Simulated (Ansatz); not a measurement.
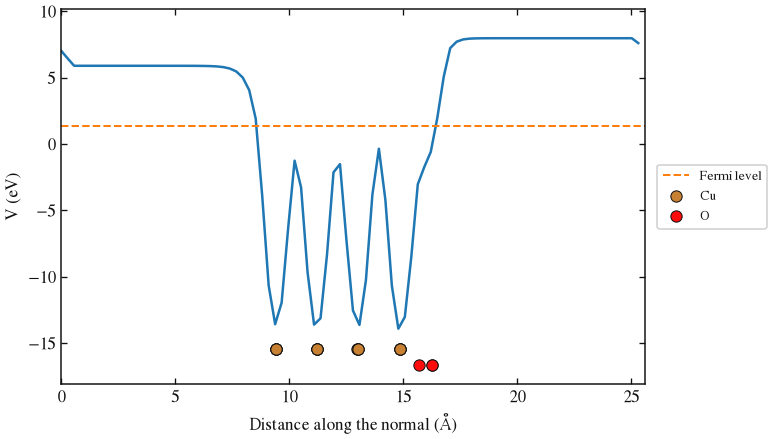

Plane-averaged electrostatic potential energy of an electron across the slab; circles at the bottom mark the heights of the atoms.

System: a (100) slab cut from Cu (Fm-3m), of composition Cu$_{16}$O$_{3}$ (not the bulk's), ended by Cu planes, 19 atoms in the cell, the whole at its places in the relaxed adsorbed structure.

Computed with Ansatz: DFT PBE+D3(BJ), scalar-relativistic, plane waves, PAW, no spin polarisation, 4×4×1 k mesh, 420 eV cutoff, Gaussian smearing of 0.1 eV.

What is the work function?

The work function is 6.61 eV at the right face and 4.53 eV at the left.

How thick are slab and vacuum?

The outermost atoms are 6.8 Å apart, which leaves 18.8 Å of vacuum in a cell 25.6 Å high.

Do the two faces differ, and what does that say about the slab's dipole?

The vacuum level is 2.08 eV higher at the right than at the left, so the slab carries a dipole along its normal; the ramp in the vacuum, at or near the edge of the plot, is the dipole correction that keeps each side flat.
